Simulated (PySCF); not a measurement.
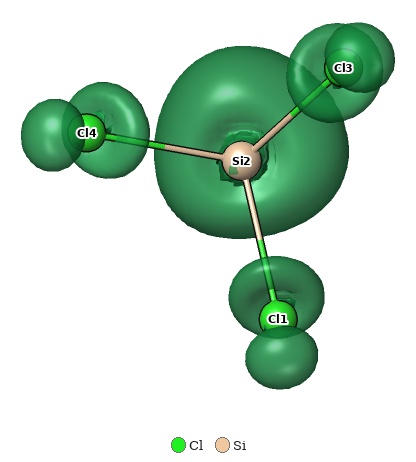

*Cl3Si, doublet, SMILES `Cl[Si](Cl)Cl`. Spin density ρα − ρβ at ±0.03 e/Å³ (green: excess α, purple: excess β).*

Computed with PySCF, HF/cc-pVDZ, geometry: GFN2-xTB. No frequency check shows the geometry to be a minimum. The stability of the open-shell solution wasn't checked. GFN2-xTB bond lengths at metals and heavier atoms can be off by up to 0.1 Å and shapes distorted, which carries into these values. GFN2-xTB doesn't know the spin state, so this open-shell geometry is rough.

**Where is the unpaired spin?**

Hirshfeld spin populations: Si2 +0.73 and Cl1, Cl3 and Cl4 +0.09. ⟨S²⟩ = 0.75, as for a pure state.
